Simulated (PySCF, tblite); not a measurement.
# C4H8NOSi2 radical: geometry, infrared bands and EPR parameters

What infrared bands and EPR parameters should C4H8NOSi2 radical (`[CH2]C#C[SiH2]N([SiH3])C=O`) show?

Programs: tblite 0.8.0 and PySCF 2.14.0, with density-fitted response routines of our own. Each step states its level of theory. These are calculated values for one molecule in the gas phase, unless marked as measured. Atoms count from 0, in the outputs and in this text.

## Step 1: The starting structure

16 atoms, charge 0, multiplicity 2; geometry from: force field or distance geometry start.

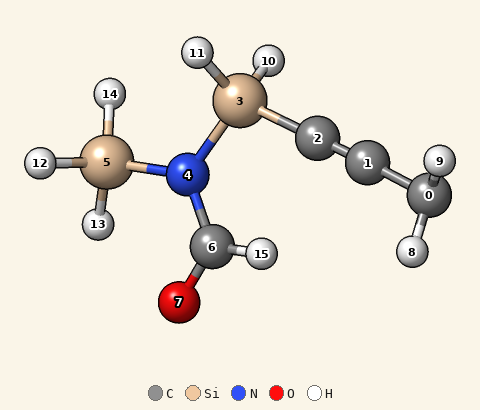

As it starts; carbon grey, silicon light orange, nitrogen blue, oxygen red, hydrogen white, atoms numbered; sticks join atoms by distance.

## Step 2: Optimising the geometry with GFN2-xTB

What the job is given:

```
{"job": {"kind": "relax", "xc": "GFN2-xTB", "basis": "xTB"}, "charge": 0, "multiplicity": 2}
C      3.788600    -1.454200    -0.515200
C      2.577700    -0.574300    -0.490300
C      1.609900     0.110300    -0.442100
Si     0.100700     1.168700    -0.370100
N     -1.189100     0.242100     0.429200
Si    -2.841700     0.903400     0.703500
C     -0.894200    -1.087800     0.843700
O     -1.738400    -1.822100     1.419300
H      3.674700    -2.211300     0.311700
H      4.696000    -0.826400    -0.331300
H     -0.357700     1.429900    -1.754000
H      0.403700     2.412600     0.324800
H     -2.942800     1.515200     2.064700
H     -3.808000    -0.200300     0.711300
H     -3.204400     1.884900    -0.328100
H      0.117300    -1.481600     0.679000
```

On the command line:

```sh
OMP_NUM_THREADS=1 python probes_run.py task.json out
```

The driver reads the jobs from task.json and runs them one after another.

Log:

```text
step      E/eV     max force
  0    -625.17384    6.883
  1    -625.39577    7.439
  2    -625.95130    1.827
  3    -626.07532    2.318
  4    -626.18517    1.823
  5    -626.29702    0.865
  6    -626.35409    0.763
  7    -626.37308    0.510
  8    -626.39994    0.445
  9    -626.41720    0.559
 10    -626.43704    0.533
 11    -626.44612    0.278
 12    -626.45097    0.180
 13    -626.45365    0.171
 14    -626.45726    0.240
 15    -626.46107    0.213
 16    -626.46522    0.181
 17    -626.46994    0.242
 18    -626.47509    0.232
 19    -626.47905    0.193
 20    -626.48207    0.158
 21    -626.48490    0.153
 22    -626.48802    0.185
 23    -626.49128    0.173
 24    -626.49451    0.145
 25    -626.49764    0.171
 26    -626.50107    0.213
 27    -626.50444    0.194
 28    -626.50668    0.124
 29    -626.50810    0.119
 30    -626.50962    0.132
 31    -626.51194    0.192
 32    -626.51547    0.326
 33    -626.51952    0.261
 34    -626.52417    0.270
 35    -626.52831    0.128
 36    -626.53155    0.141
 37    -626.53369    0.137
 38    -626.53562    0.113
 39    -626.53725    0.104
 40    -626.53956    0.204
 41    -626.54268    0.262
 42    -626.54635    0.243
 43    -626.54924    0.138
 44    -626.55112    0.107
 45    -626.55267    0.148
 46    -626.55444    0.161
 47    -626.55664    0.109
 48    -626.55848    0.105
 49    -626.56042    0.121
 50    -626.56210    0.100
 51    -626.56327    0.085
 52    -626.56401    0.071
 53    -626.56459    0.056
 54    -626.56502    0.061
 55    -626.56530    0.043
 56    -626.56551    0.037
 57    -626.56573    0.039
 58    -626.56601    0.050
 59    -626.56635    0.048
 60    -626.56670    0.041
 61    -626.56698    0.035
 62    -626.56720    0.039
 63    -626.56740    0.044
 64    -626.56762    0.043
 65    -626.56781    0.037
 66    -626.56793    0.022
 67    -626.56799    0.014
 68    -626.56803    0.015
 69    -626.56807    0.013
 70    -626.56810    0.016
 71    -626.56813    0.014
 72    -626.56816    0.011
 73    -626.56817    0.010
```

Wall time 0.49 s (1 thread of Arm Neoverse V2, shared host).

Along the way: (not every step is listed)

```
step  energy from step 0 (eV)  largest force (eV/Å)
   0                   0.0000                6.8825
   1                  -0.2219                7.4390
   2                  -0.7775                1.8266
   3                  -0.9015                2.3182
   4                  -1.0113                1.8226
   5                  -1.1232                0.8648
   6                  -1.1803                0.7632
   7                  -1.1992                0.5098
   8                  -1.2261                0.4445
  14                  -1.2834                0.2396
  20                  -1.3082                0.1579
  26                  -1.3272                0.2130
  32                  -1.3416                0.3255
  38                  -1.3618                0.1133
  44                  -1.3773                0.1068
  50                  -1.3883                0.0998
  56                  -1.3917                0.0372
  62                  -1.3934                0.0391
  68                  -1.3942                0.0150
  69                  -1.3942                0.0135
  70                  -1.3943                0.0163
  71                  -1.3943                0.0139
  72                  -1.3943                0.0107
  73                  -1.3943                0.0095
```

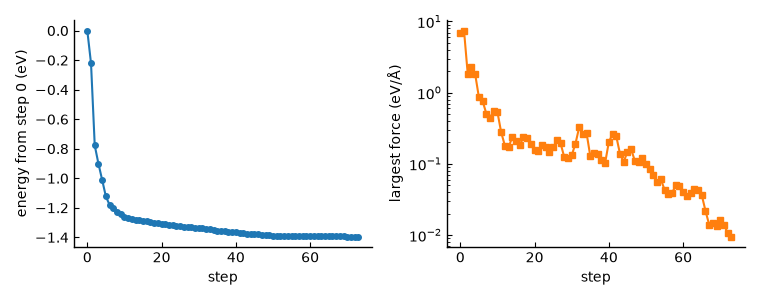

Energy and largest force along the relaxation.

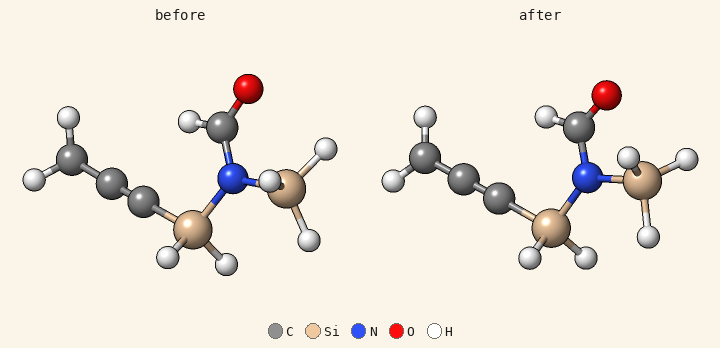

The geometry before (left) and after (right).

Close pairs (by a distance rule), those that changed most:

```csv
bond,before (Å),after (Å),change (Å)
C0–C1,1.497,1.343,-0.154
N4–C6,1.424,1.329,-0.095
C0–H8,1.127,1.076,-0.051
C1–C2,1.186,1.233,+0.047
C0–H9,1.119,1.076,-0.043
Si5–H12,1.496,1.453,-0.043
C6–O7,1.258,1.217,-0.042
Si3–N4,1.778,1.752,-0.026
```

The end geometry stands in the next job.

## Step 3: Harmonic vibrations with GFN2-xTB

What the job is given:

```
{"job": {"kind": "ir", "xc": "GFN2-xTB", "basis": "xTB"}, "charge": 0, "multiplicity": 2}
C      3.770968    -1.291457    -0.288382
C      2.646787    -0.559269    -0.355943
C      1.610152     0.106526    -0.408389
Si     0.087546     1.124329    -0.492485
N     -1.148068     0.276044     0.414004
Si    -2.832784     0.755734     0.739931
C     -0.993073    -0.900012     1.013248
O     -1.918864    -1.407031     1.618428
H      3.751757    -2.303447     0.076170
H      4.715383    -0.878123    -0.595398
H     -0.387497     1.238186    -1.875358
H      0.296171     2.418213     0.163661
H     -2.986424     0.953683     2.171423
H     -3.718762    -0.197435     0.092861
H     -2.893961     2.049795     0.047699
H     -0.006930    -1.376792     0.934601
```

Log:

```text
mode    cm-1     km/mol
  1     -27.8      0.17
  2      26.0      0.06
  3      57.4      0.85
  4     121.7      5.31
  5     140.9      0.54
  6     155.2     29.38
  7     185.3      8.38
  8     232.3      5.63
  9     277.5      1.01
 10     311.2      0.62
 11     315.7      9.78
 12     360.1      0.16
 13     486.3     71.44
 14     488.6     76.90
 15     574.1     27.38
 16     577.2      2.09
 17     590.1      3.89
 18     616.2    190.20
 19     657.3     53.16
 20     700.6     33.09
 21     722.6    551.92
 22     734.9     68.41
 23     765.9    225.57
 24     816.6    307.82
 25     817.6    210.14
 26     943.6      0.94
 27     944.9      8.42
 28    1024.6    381.03
 29    1260.1     18.88
 30    1313.5     88.71
 31    1383.3    137.44
 32    1396.6      0.09
 33    1688.4    615.75
 34    2098.9    136.03
 35    2210.9    315.03
 36    2219.3    139.34
 37    2230.8    395.22
 38    2345.0    124.80
 39    2354.7    398.36
 40    2863.9    121.60
 41    3100.0      1.69
 42    3125.6      7.45
```

Run time: 0.53 s. Hardware: 1 thread of Arm Neoverse V2, shared host.

Which atoms move in the most intense modes:

| cm⁻¹ | km/mol | atoms |
| --- | --- | --- |
| 723 | 551.9 | H11 38 %, H10 38 %, Si3 16 % |
| 766 | 225.6 | H11 45 %, H10 45 % |
| 817 | 307.8 | H13 44 %, H14 43 % |
| 1025 | 381.0 | N4 71 %, C6 12 % |
| 1688 | 615.8 | C6 62 %, O7 34 % |
| 2211 | 315.0 | H10 76 %, H11 18 % |
| 2231 | 395.2 | H11 56 %, H14 23 %, H10 19 % |
| 2355 | 398.4 | H12 53 %, H13 42 % |

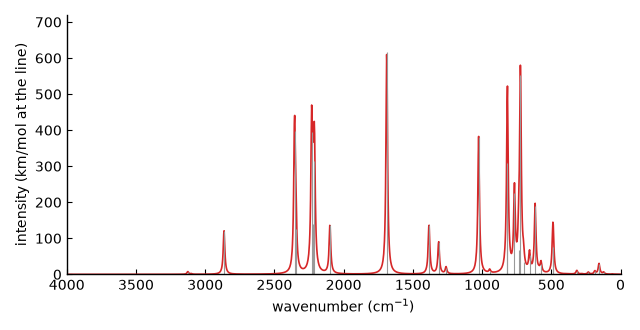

The infrared spectrum from these modes, unscaled. Lines are broadened to a width of 14 cm⁻¹ (Lorentzian).

## Step 4: g tensor and hyperfine couplings: B3LYP/pcH-1

The job, as its differences from that of step 3:

```diff
@@ -1,2 +1,2 @@
-{"job": {"kind": "ir", "xc": "GFN2-xTB", "basis": "xTB"}, "charge": 0, "multiplicity": 2}
+{"job": {"kind": "epr", "basis": "pcH-1"}, "charge": 0, "multiplicity": 2}
 C      3.770968    -1.291457    -0.288382
```

With the program's defaults for keys left out, this is: UKS B3LYP, pcH-1 on C H N O Si, non-relativistic, mean-field spin-orbit, GIAO.

Log:

```text
UKS, coarse grid
  cycle   1  E = -866.03194079  |g| = 6.53e-01
  cycle   2  E = -864.88002892  |g| = 1.61e+00
  cycle   3  E = -866.13373624  |g| = 3.48e-01
  cycle   4  E = -866.18895250  |g| = 1.03e-01
  cycle   5  E = -866.19163077  |g| = 7.36e-02
  cycle   6  E = -866.19397334  |g| = 1.79e-02
  cycle   7  E = -866.19407044  |g| = 1.40e-02
  cycle   8  E = -866.19417943  |g| = 3.29e-03
  cycle   9  E = -866.19419167  |g| = 2.04e-03
  cycle  10  E = -866.19419582  |g| = 8.01e-04
UKS, final grid
  cycle   1  E = -866.19423268  |g| = 9.95e-04
  cycle   2  E = -866.19423199  |g| = 1.63e-03
  cycle   3  E = -866.19423336  |g| = 3.46e-04
  cycle   4  E = -866.19423344  |g| = 1.53e-04
  cycle   5  E = -866.19423350  |g| = 9.41e-05
  cycle   6  E = -866.19423351  |g| = 4.30e-05
  cycle   7  E = -866.19423351  |g| = 8.84e-06
E = -866.19423351 Eh   <S^2> = 0.7701 (exact 0.7500)
g shifts (ppm)      1          2          3
  rmc          -133       -133       -133
  gc             -6         22         32
  oz_so          66        603        962
  total         -73        492        861
hyperfine (MHz)  atom isotope    a_iso     a_fc   dipolar eigenvalues
    0   13C      60.74      60.81    -58.20    -57.19    115.39
    1   13C     -61.03     -61.07    -22.49     -1.25     23.75
    2   13C      43.93      43.98    -45.53    -34.93     80.46
    3  29Si      26.93      26.98     -1.46     -0.48      1.94
    4   14N       0.15       0.15     -0.19     -0.07      0.27
    5  29Si       0.52       0.52     -0.15      0.06      0.08
    6   13C       0.22       0.22     -0.40     -0.29      0.69
    7   17O      -0.02      -0.02     -0.24     -0.05      0.29
    8    1H     -51.27     -51.28    -26.82     -1.05     27.87
    9    1H     -51.23     -51.24    -26.85     -1.04     27.89
   10    1H      36.31      36.31     -2.19     -1.03      3.22
   11    1H      23.52      23.52     -2.03     -1.37      3.41
   12    1H       0.21       0.21     -0.35     -0.33      0.68
   13    1H       0.34       0.34     -0.33     -0.33      0.66
   14    1H      -0.02      -0.02     -0.44     -0.41      0.85
   15    1H       0.21       0.21     -2.22     -1.91      4.13
```

Wall time 2 min (1 thread of Arm Neoverse V2, shared host); peak memory 1.1 GiB.

Principal g values 2.00225, 2.00281, 2.00318; g(iso) = 2.00275, against 2.00232 for a free electron.

Mean a(iso) over the nuclei that a row names, and the largest dipolar term of the row (other rows stand at the frozen geometry):

```csv
nuclei,isotope,a(iso) (MHz),"a(iso) (G, at g = 2.0023)",largest dipolar term (MHz)
C1,13C,-61.0,-21.8,23.7
C0,13C,60.7,21.7,115.4
"H8, H9",1H,-51.2,-18.3,27.9
C2,13C,43.9,15.7,80.5
"H10, H11",1H,29.9,10.7,3.4
Si3,29Si,26.9,9.6,1.9
Si5,29Si,0.5,0.2,-0.1
C6,13C,0.2,0.1,0.7
H15,1H,0.2,0.1,4.1
"H12, H13, H14",1H,0.2,0.1,0.9
N4,14N,0.1,0.1,0.3
O7,17O,0.0,0.0,0.3
```

Mulliken spin populations:

C0 0.75; C1 -0.28; C2 0.58; Si3 -0.02; N4 0.00; Si5 0.00; C6 0.00; O7 0.00; H8 -0.03; H9 -0.03; H10 0.02; H11 0.01; H12 0.00; H13 0.00; H14 0.00; H15 0.00

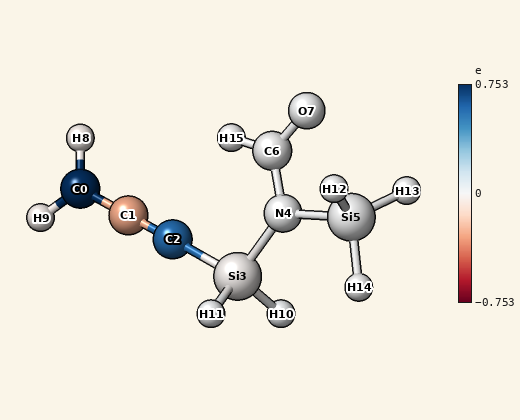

Mulliken spin populations, as colours on the atoms.

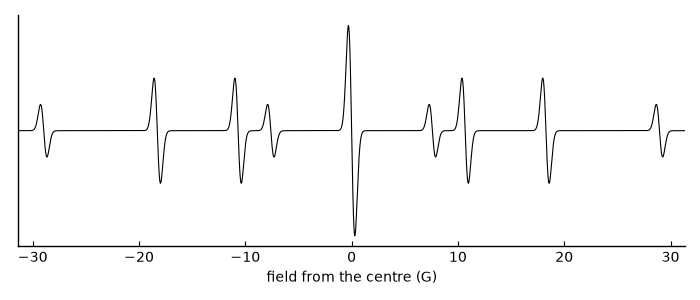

First-order isotropic spectrum (first derivative, main isotopes with spin only, couplings over 0.8 MHz, Gaussian width 0.3 G; couplings of the frozen geometry, rotation of groups not averaged beyond the rows shown).

The fields below are evaluated on a grid from the run's orbitals.

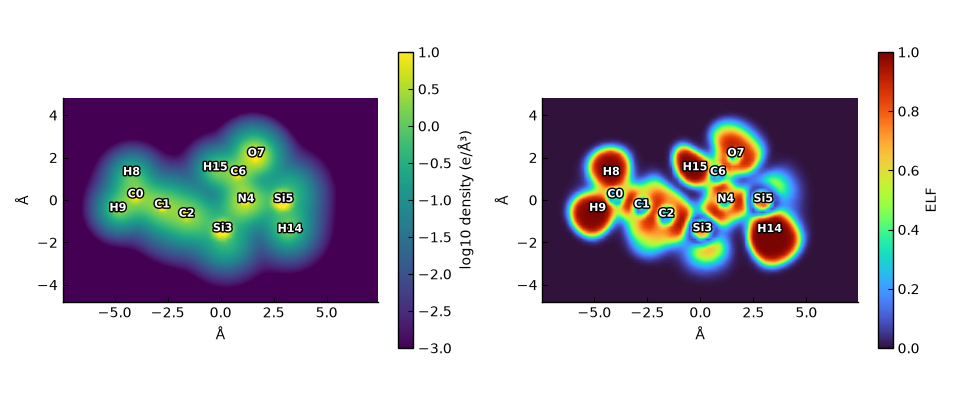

Density (left) and ELF (right) in a plane through or near 12 of the atoms.

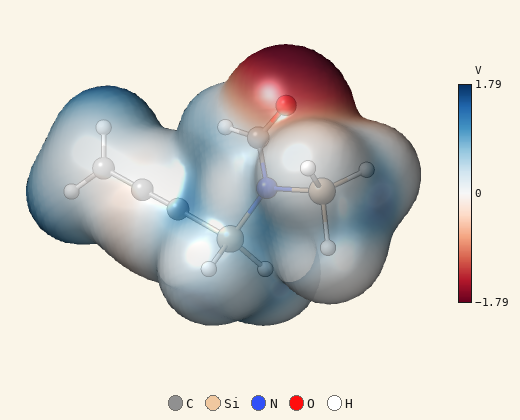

The potential that a unit positive charge feels on the 0.002 e/bohr³ surface, from -1.79 V near O7 to 1.36 V near H10.

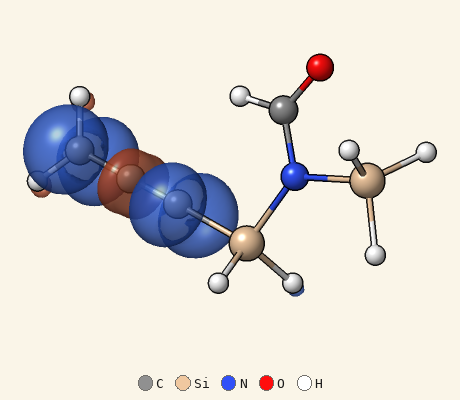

Spin density at ±0.03 e/Å³ (alpha excess blue, beta excess red).

## Step 5: What came out

| quantity | value |
| --- | --- |
| strongest single infrared mode (GFN2-xTB) | 1688 cm⁻¹, 616 km/mol |
| zero-point energy (GFN2-xTB) | 61.8 kcal/mol |
| g(iso) (B3LYP) | 2.00275 |
| ⟨S²⟩ | 0.770 (exact 0.75) |
| largest a(iso) (averaged by class) | 13C on C1, -61.0 MHz |
| surface potential, least and greatest | -1.79 V and 1.36 V |

**Reading.** The optimisation took 73 steps and gained 1.394 eV; among the close pairs (by a distance rule), C0–C1 changed most, from 1.497 to 1.343 Å. The lowest mode is imaginary (28i cm⁻¹), so the xTB geometry is not a minimum. The strongest single mode, at 1688 cm⁻¹, moves mainly C6 and O7. Unscaled tight-binding wavenumbers are off by several per cent, some by more. Its intensities can rank the bands wrongly. The largest spin populations lie on C0 (0.75 e), C2 (0.58 e). The isotropic g lies 0.4 ppt above the free-electron value.
